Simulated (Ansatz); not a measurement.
# Lattice dynamics of NbTe2 monolayer (1T), part 2 of 2

Wanted: phonon frequencies of NbTe2 monolayer (1T) and what follows from them.

Ansatz 0.2.0; DFT PBEsol, scalar-relativistic, plane waves, PAW.

So far. Step 4 (Relaxing to small forces for the phonons): The largest force component left is 0.043 meV/Å, within the tolerances set.

## (5) Zone-centre response

The zone centre comes first: it holds the modes that light can see, as far as symmetry allows. No field response is asked, since the mesh shows no gap.

input.yaml reads:

```yaml
crystal:
  lattice:
    - [3.5815075528, 0.0, 0.0]
    - [-1.7907537764, 3.1016765246, 0.0]
    - [0.0, 0.0, 30.424]
  atoms:
    - { symbol: Nb, position: [0.0, 0.0, 0.328687878] }
    - { symbol: Te, position: [0.3333333333, 0.6666666667, 0.3899027598] }
    - { symbol: Te, position: [0.6666666667, 0.3333333333, 0.2674729962] }
  periodic: [true, true, false]
kpoints:
  mp_grid: { grid: [18, 18, 1] }
hamiltonian:
  xc: pbesol
scf:
  occupations: { method: methfessel_paxton, width: 0.15 }
output:
  eigenvalues: true
phonons:
  method: dfpt
```

Launch:

```
> ansatz run input.yaml --threads 8 --pin off --max-ram 14336MiB --backend cpu --events-out ev --progress --plain --runs-dir out
```

Numbers of over 12 decimals in the logs are rounded to 6 here.

The program printed:

```text
Warning: crystal.symmetry: narrowed to the stabiliser of the run's FFT grids — unitary ops 12 → 6. A phonons.method: dfpt run fills in the rows of the dynamical matrix that it does not solve by its symmetry operations, which is exact only for operations that map its FFT grids onto themselves: filled in by any other, the frequencies could depend on the order in which like atoms are typed, or, by more than the grids' own error, on where the crystal sits among the grids' points. Excluded: 6 operations. The run can therefore solve more perturbations, solve them on more k-points, or both, and cost more. [rest of the remark cut]
[...]
Crystal: 3 atoms, lattice volume = 337.970 Å³
Basis set: ecut = 420 eV, 6467 PW (Γ), exchange–correlation on 48×48×432 points (8 copies of the dense FFT grid, shifted against one another)
Bands: 27, of which v1, the nominal top of the filled ones, is band 23 counted from 1 (22 counted from 0)
Symmetry: 12 space group operations
k-points: 91 of 324 (irreducible under 2 space group operations, time reversal used)
[...]
SCF iter   1: F=—  HF=-18299.680140 eV  |F-HF|=—  |Δ(HF+E_count)|=         —  Δρ=1.92e-3  dr2=1.43e-2  ethr=1.77e-3  ⟨swp⟩=12.6  Hψ=17040  notcnv=0
[...]
SCF iter  10: F=-18299.679262 eV  HF=-18299.679262 eV  |F-HF|=7.64e-11  |Δ(HF+E_count)|=  4.69e-10  S|Δr|=    0.00e0  Δρ=6.42e-9  dr2=7.12e-14  ethr=1.00e-12  ⟨swp⟩=14.5  Hψ=17922  notcnv=0
SCF 1 converged in 10 iterations: F = -18299.679262 eV  dr2 = 7.12e-14
[...]
DFPT response loops at Γ: preconditioner auto → none (partly filled bands, converged f_vac=0.741); β = 0.50; Broyden in place of MSR1
SCF converged after 10 iterations
[...]
Free energy (F): -18299.679262 eV
[...]
Internal energy: -18299.678552 eV  (E = F + TS)
E sigma→0 (E₀):  -18299.679084 eV
Entropy (-TS):   -0.000710 eV (-0.237 meV/atom)
Fermi energy:    -4.655978 eV
[...]
--- Band table (eV; the first three rows and the last of 91) ---
  k-point 0: bands = [... 19 lower, -6.4842, -4.9745, -4.4221, -4.4221, -3.1941, -3.1941, -0.6120, -0.6120]
  k-point 1: bands = [... 19 lower, -6.3284, -4.9998, -4.5764, -4.5379, -3.2923, -3.1074, -0.9178, -0.6745]
  k-point 2: bands = [... 19 lower, -6.1710, -5.3008, -4.8191, -4.7847, -3.4289, -2.9492, -1.4836, -0.8125]
  k-point 90: bands = [... 19 lower, -7.5474, -7.4704, -6.7562, -4.0316, -3.6400, -2.4759, -2.3137, -0.6501]
--- Phonons (Γ-DFPT): 6 representative perturbations + reference, on 91 of 324 k-points (Σ response iterations 30) ---
  ASR residual: 1.255e-4 → 0.000e0 eV/Å²; symmetrization residual: 6.205e-5 eV/Å²
  The last average, over the group as it would stand without the narrowing to the FFT grids, took up to 1.588e-6 eV/Å² of the zone centre's force constants
  ASR residual per site (eV/Å²): 1.26e-4 5.77e-5 5.45e-5
  Γ frequencies (cm⁻¹): 0.00 0.00 0.00 104.91 104.91 155.47 166.67 166.67 281.43
  non-analytic LO–TO correction: not included (Born effective charges unavailable; polar crystals: no LO–TO splitting at Γ)
```

The job ended after 75 s (8 threads of Arm Neoverse V2, shared host; peak memory 2.9 GiB; 9.4 min of CPU time).

In the SCF lines HF is the Harris–Foulkes energy and dr2 the Hartree energy of the density residual, in eV; the loop may stop once dr2 is under the threshold and the program's other checks hold. Hψ counts applications of the Hamiltonian.

Numbers from this step:

```
sum-rule residual before enforcement                    : 1.26e-4 eV/Å²
point group                                             : -3m
highest optical mode at the zone centre (no LO-TO term) : 281.4 cm⁻¹
lowest optical zone-centre mode                         : 104.9 cm⁻¹
```

Patterns of degenerate modes are one choice out of their space. Modes at Γ, with each element's share of the kinetic energy:

```csv
mode,frequency (cm⁻¹),symmetry,Nb %,Te %
1,0.0,acoustic,27,73
2,0.0,acoustic,27,73
3,0.0,acoustic,27,73
4,104.9,Eg,0,100
5,104.9,Eg,0,100
6,155.5,A1g,0,100
7,166.7,Eu,73,27
8,166.7,Eu,73,27
9,281.4,A2u,73,27
```

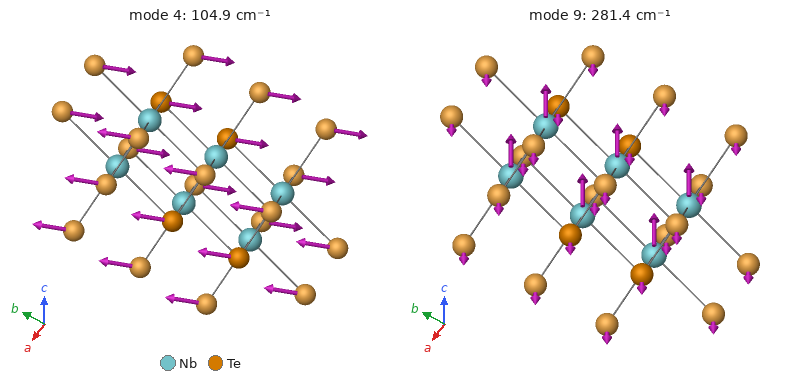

Displacement patterns of modes 4 and 9 at Γ; arrows are exaggerated. 1×2×1 cells are drawn. Some periodic images of atoms are drawn too.

Before it was imposed, the acoustic sum rule was missed by 1.3e-4 eV/Å². Small misses are needed for a sound result but don't prove that mesh and cutoff are converged. The lowest optical mode is real, 105 cm⁻¹.

## (6) Response at finite wavevector

Stability and thermal properties need the whole zone. Linear response on a 6×6×1 q mesh gives force constants as far as a supercell of that size would.

Changes to input.yaml since step 5:

```diff
@@ -20 +20,10 @@
   method: dfpt
+  qmesh: [6, 6, 1]
+  temperatures: { t_max: 1000, t_step: 50 }
+  qpath:
+    path:
+      - [0.0, 0.0, 0.0]
+      - [0.5, 0.0, 0.0]
+      - [0.33333333, 0.33333333, 0.0]
+      - [0.0, 0.0, 0.0]
+    npoints: 10
```

The program printed:

```text
[...]
Crystal: 3 atoms, lattice volume = 337.970 Å³
Basis set: ecut = 420 eV, 6467 PW (Γ), exchange–correlation on 48×48×432 points (8 copies of the dense FFT grid, shifted against one another)
Bands: 27, of which v1, the nominal top of the filled ones, is band 23 counted from 1 (22 counted from 0)
Symmetry: 12 space group operations
k-points: 37 of 324 (irreducible under 6 space group operations, time reversal used)
[...]
SCF iter   1: F=—  HF=-18299.680261 eV  |F-HF|=—  |Δ(HF+E_count)|=         —  Δρ=1.92e-3  dr2=1.42e-2  ethr=1.77e-3  ⟨swp⟩=12.8  Hψ=6959  notcnv=0
[...]
SCF iter  10: F=-18299.679262 eV  HF=-18299.679262 eV  |F-HF|=8.73e-11  |Δ(HF+E_count)|=  4.66e-10  S|Δr|=    0.00e0  Δρ=8.82e-9  dr2=1.32e-13  ethr=1.00e-12  ⟨swp⟩=14.3  Hψ=7131  notcnv=0
SCF 1 converged in 10 iterations: F = -18299.679262 eV  dr2 = 1.32e-13
[...]
phonons: the bands overlap, so this run is a metal and interpolates without the dipole-dipole term. If the crystal is really an insulator or semiconductor, its LO-TO splitting is missing
NSCF: frozen V_eff on 37 k-points
[...]
DFPT response loops at q = (0, 0, 0) (fractional): preconditioner auto → none (partly filled bands, converged f_vac=0.741); β = 0.50; Broyden in place of MSR1
[...]
SCF converged after 10 iterations
[...]
Free energy (F): -18299.679262 eV
[...]
Internal energy: -18299.678552 eV  (E = F + TS)
E sigma→0 (E₀):  -18299.679084 eV
Entropy (-TS):   -0.000710 eV (-0.237 meV/atom)
Fermi energy:    -4.655978 eV
[...]
--- Band table (eV; the first three rows and the last of 37) ---
  k-point 0: bands = [... 19 lower, -6.4842, -4.9745, -4.4221, -4.4221, -3.1941, -3.1941, -0.6120, -0.6120]
  k-point 1: bands = [... 19 lower, -6.3284, -4.9998, -4.5764, -4.5379, -3.2923, -3.1074, -0.9178, -0.6745]
  k-point 2: bands = [... 19 lower, -6.1710, -5.3008, -4.8191, -4.7847, -3.4289, -2.9492, -1.4836, -0.8125]
  k-point 36: bands = [... 19 lower, -7.7377, -7.2128, -7.2128, -3.5709, -3.5709, -3.0737, -1.3345, -1.3345]
--- Phonons (Γ-DFPT): 6 representative perturbations + reference (Σ response iterations 27) ---
  ASR residual: 8.638e-5 → 0.000e0 eV/Å²; symmetrization residual: 5.814e-5 eV/Å²
[...]
ASR residual per site (eV/Å²): 8.64e-5 4.68e-5 5.80e-5
  Γ frequencies (cm⁻¹): 0.00 0.00 0.00 104.91 104.91 155.47 166.67 166.67 281.43
--- Phonons (arbitrary-q DFPT): 7 irreducible q on the 6×6×1 mesh ---
  q = [0.0000, 0.0000, 0.0000] (star 1, of the zone-centre solve; hermiticity 5.86e-6, symmetrization 3.62e-12, taken by the last average 2.83e-7): -0.00 0.00 0.00 104.91 104.91 155.47 166.67 166.67 281.43
  q = [0.0000, 0.1667, 0.0000] (star 6, 9 solved perturbations on 171 of 324 k-point pairs; hermiticity 6.47e-6, symmetrization 2.13e-7, taken by the last average 6.78e-7): -89.90 -17.12 23.43 100.36 107.03 120.04 133.62 169.58 263.28
[...]
q = [0.1667, 0.1667, 0.0000] (star 6, 6 solved perturbations in 1485 linear systems a pass and spin channel, the states on 324 of 324 k-point pairs; hermiticity 6.43e-6, symmetrization 2.48e-10, taken by the last average 5.74e-7): -62.97 11.64 53.30 118.75 120.37 131.55 134.04 186.63 241.41
[...]
sum rule: each row above includes the acoustic sum rule's correction from the zone centre's row sums; it moved no ω² by more than (0.50 cm⁻¹)²
  mesh force constants: q→R imaginary residual 1.77e-18; ASR residual 8.638e-5 → 0.000e0 eV/Å²; symmetrization residual 1.066e-14 eV/Å²
  interpolated dispersion: 31 rows × 9 modes
  density of states and harmonic sums: on the 24×24×1 q-mesh, interpolated from the force constants of a 6×6×1 supercell (no non-analytic term)
  largest difference from the sums on the solved wave vectors: F 4.76e-2 eV, S 5.97e-5 and C_V 1.30e-5 eV/K
  zero-point energy: 0.067317 eV/cell   skipped modes (ω ≤ 0): 48, of them read as no rigid motion or as one in doubt: 45 (7.188e-1 modes/cell left out, lowest -95.92 cm⁻¹)   left out of the sums: 8.04e-2 of the cell's modes: C_V's classical limit lies that fraction below 3 k_B per atom; for a crystal, a wire or a layer, F and S can be off by more, and a phonons.interpolated_qmesh denser along its periods is the remedy for the sampling
```

Elapsed: 17 min, on 8 threads; peak memory 6 GiB.

This step gave:

| Property | Result |
| --- | --- |
| sum-rule residual before enforcement | 8.64e-5 eV/Å² |
| lowest frequency on the path | -96.36 cm⁻¹ |
| highest frequency on the path or at a solved wavevector | 281.4 cm⁻¹ |
| lowest mode on the q mesh (acoustic modes at Γ apart) | -89.9 cm⁻¹ |

Frequencies (cm⁻¹) solved at each irreducible wavevector; negative means imaginary. Frequencies by wavevector, by row:

```csv
q in reciprocal lattice units,star,mode 1,mode 2,mode 3,mode 4,mode 5,mode 6,mode 7,mode 8,mode 9
0 0 0,1,0,0,0,104.9,104.9,155.5,166.7,166.7,281.4
0 0.1667 0,6,-89.9,-17.1,23.4,100.4,107,120,133.6,169.6,263.3
0 0.3333 0,6,25,63.5,64.9,109.7,132.3,134.6,142.4,185.1,236.8
0 -0.5 0,3,83,86.6,88.7,117.9,130.9,142.5,148.3,187.2,221.8
0.1667 0.1667 0,6,-63,11.6,53.3,118.8,120.4,131.6,134,186.6,241.4
0.1667 0.3333 0,12,45.8,77.4,81,126.2,127.1,144.4,158.5,191.7,216.7
0.3333 0.3333 0,2,70.8,70.8,82.4,133.5,133.5,143.3,183,183,204.9
```

Interpolated from a 6×6×1 q mesh. Phonon branches along the path, in cm⁻¹:

```csv
point,branch 1,branch 2,branch 3,branch 4,branch 5,branch 6,branch 7,branch 8,branch 9
Γ,0,0,0,105,105,156,167,167,281
M,83,87,89,118,131,142,148,187,222
K,71,71,82,134,134,143,183,183,205
Γ,0,0,0,105,105,156,167,167,281
```

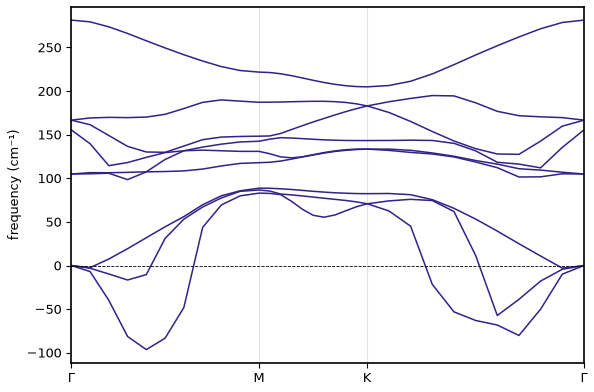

Phonon branches along the path.

The phonon density of states has structure finer than the step of the table below, so its rows give means over 20 cm⁻¹, whole bins alone (the curve runs from -97.5 to 282 cm⁻¹). Peaks (cm⁻¹: height): 77.5: 0.0829, 127.5: 0.160, 142.5: 0.106, 172.5: 0.0372, 187.5: 0.0707, 222.5: 0.0284.

Tetrahedra on a 24×24×1 mesh, mean over bins of 5 cm-1. Interpolated from a 6×6×1 q mesh. Table of phonon density of states by wavenumber; means over each step:

```csv
wavenumber (cm⁻¹),phonon density of states (1/cm⁻¹/cell)
-80,0.00716
-60,0.00712
-40,0.00709
-20,0.00862
0,0.00806
20,0.00877
40,0.0158
60,0.0305
80,0.0540
100,0.0198
120,0.0836
140,0.0759
160,0.0224
180,0.0335
200,0.0204
220,0.0214
240,0.0134
260,0.00803
```

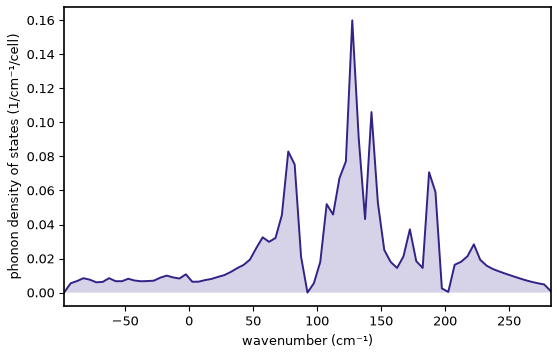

Phonon density of states against wavenumber.

The partial phonon density of states has structure finer than the step of the table below, so its rows give means over 20 cm⁻¹, whole bins alone (the curve runs from -106 to 300 cm⁻¹). Peaks (cm⁻¹: height): Nb -31.7: 0.0089, -3.7: 0.0083, 78.0: 0.0266, 129.0: 0.0181, 190.2: 0.0397, 220.8: 0.0191; Te 78.0: 0.0497, 126.4: 0.115, 144.3: 0.0836, 190.2: 0.0297.

Phonopy on the run's constants, 19x19x1 mesh, Gaussian sigma 2.9 cm-1. Interpolated from a 6×6×1 q mesh. The partial phonon density of states by wavenumber; means over each step; values in 1/cm⁻¹/cell:

```csv
wavenumber (cm⁻¹),Nb,Te
-80,0.00523,0.00185
-60,0.00517,0.00217
-40,0.00532,0.00319
-20,0.00312,0.00343
0,0.00455,0.00565
20,0.00124,0.00345
40,0.00787,0.0100
60,0.0124,0.0175
80,0.0190,0.0357
100,0.00116,0.0186
120,0.00907,0.0751
140,0.00695,0.0683
160,0.00611,0.0163
180,0.0146,0.0180
200,0.0130,0.00842
220,0.0158,0.00552
240,0.00987,0.00343
260,0.00594,0.00211
280,0.00213,7.7e-4
```

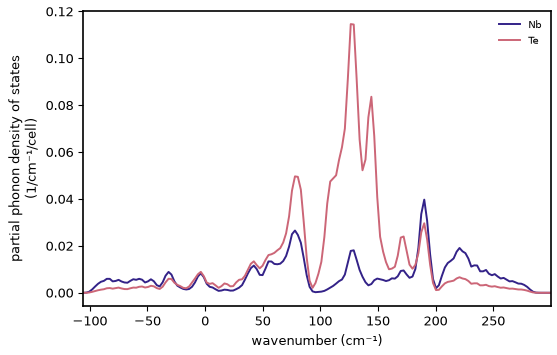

Partial phonon density of states, plotted against wavenumber.

Symmetry leaves 7 wavevectors to solve. The lowest mode among them, the acoustic zeros apart, lies at q = (0, 0.167, 0) and is imaginary, 89.9i cm⁻¹, so the energy falls along it. Between them the interpolated path dips to 96i cm⁻¹.

## (7) Isotope substitution

An isotope changes the mass and not the force constants, so no new electronic calculation is needed; the shifts show which modes move this element.

The same force constants with the mass of Te changed from 127.600 to 129.906 u (phonopy, no LO-TO term). Both lists are sorted by frequency; levels can cross, so a row need not hold one and the same mode. Modes under 3 cm⁻¹ are left out. Isotope shifts, by row:

```csv
q,rank,natural mass (cm⁻¹),changed mass (cm⁻¹)
0 0 0,4,104.9,104
0 0 0,5,104.9,104
0 0 0,6,155.5,154.1
0 0 0,7,166.7,166.3
0 0 0,8,166.7,166.3
0 0 0,9,281.4,280.8
0 0.1667 0,1,-89.9,-89.74
0 0.1667 0,2,-17.12,-17.04
0 0.1667 0,3,23.43,23.27
0 0.1667 0,4,100.4,99.49
0 0.1667 0,5,107,106.1
0 0.1667 0,6,120,119
0 0.1667 0,7,133.6,133
0 0.1667 0,8,169.6,168.3
0 0.1667 0,9,263.3,262.7
0 0.3333 0,1,25.03,24.92
0 0.3333 0,2,63.55,63.12
0 0.3333 0,3,64.86,64.53
0 0.3333 0,4,109.7,108.8
0 0.3333 0,5,132.3,131.7
0 0.3333 0,6,134.6,133.4
0 0.3333 0,7,142.4,141.1
0 0.3333 0,8,185.1,184.2
0 0.3333 0,9,236.8,236.3
0 -0.5 0,1,82.99,82.45
0 -0.5 0,2,86.59,86.02
0 -0.5 0,3,88.74,88.22
0 -0.5 0,4,117.9,116.8
0 -0.5 0,5,130.9,130.6
0 -0.5 0,6,142.5,141.2
0 -0.5 0,7,148.3,147
0 -0.5 0,8,187.2,186.6
0 -0.5 0,9,221.8,221.3
```

A mode of this element alone would shift by -0.89 %. The highest zone-centre frequency without the field goes from 281.4 to 280.8 cm⁻¹ (-0.2 %). The product of the frequency ratios over all optical modes at Γ is 0.967; the product rule, (m/m′)^(3k/2) (M′/M)^(3/2) with k = 2 such atoms and M the mass of the cell, gives 0.967.

## (8) Outcome

```
space group after relaxation (within 0.01 Å)            : P-3m1
area per atom                                           : 3.70 Å²
electronic character                                    : no gap on this mesh
highest optical mode at the zone centre (no LO-TO term) : 281 cm⁻¹
lowest optical zone-centre mode                         : 105 cm⁻¹
lowest mode on the q mesh (acoustic modes at Γ apart)   : -89.9 cm⁻¹
highest frequency on the path or at a solved wavevector : 281 cm⁻¹
imaginary modes on the 6×6×1 q mesh                     : yes
```

**Reading.** Modes are clearly imaginary (beyond 10i cm⁻¹) at 2 of the 7 irreducible wavevectors, most at q = (0, 0.167, 0) (89.9i cm⁻¹), so this structure is not a minimum of the energy. The optical modes at Γ span 105 to 281 cm⁻¹. The highest mode in this list at Γ, 281.4 cm⁻¹, is mostly motion of Nb (73 % of the kinetic energy). With no gap, or one that is small against the smearing, the frequencies hang on the k mesh and the smearing, most of all near Kohn anomalies. The phonon runs are without spin polarisation, although the cell has an odd electron count. In a sheet or slab the interpolated bending branch near Γ is rough, since the rotational sum rule isn't imposed. Spin-orbit coupling is left out, which can matter for the heavy elements here. The starting cell was built on a prototype and not taken from a measurement. These are harmonic frequencies at zero temperature: anharmonic shifts, linewidths and thermal expansion are left out.

[Logs are printed without paths, hosts, clocks, repeated set-up lines and the standing remarks that a program may print on its own settings, such as how far it seeks lower states.]

[Hosts, paths, dates, database ids (printed as entryN), source tags and the programs' standing remarks are cut or masked in the printed files.]
